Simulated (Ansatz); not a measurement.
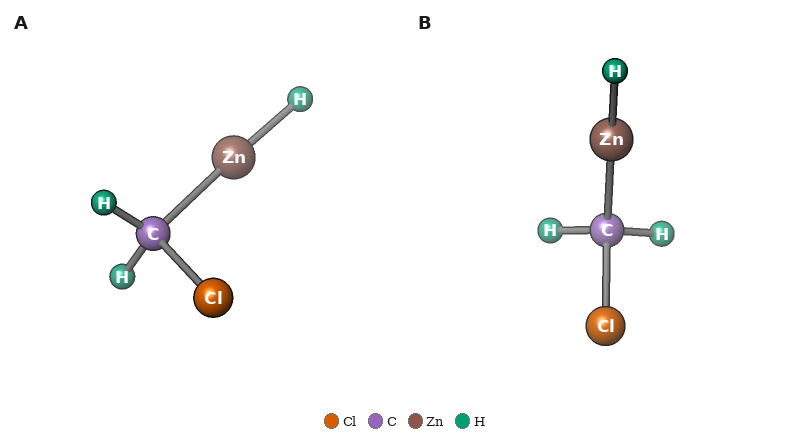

Depth is shown by fading: the farther an atom, the more it takes the colour of the background. The computed structure is the end point of a PBE-D4/def2-SVP optimisation. No frequency run is at hand to confirm it as a minimum.

### Are A and B the same structure? If not, how do they differ?

Yes. They are the same structure, CH3ClZn, seen from two directions. With point group Cs it is achiral, so its mirror image would be the same too.
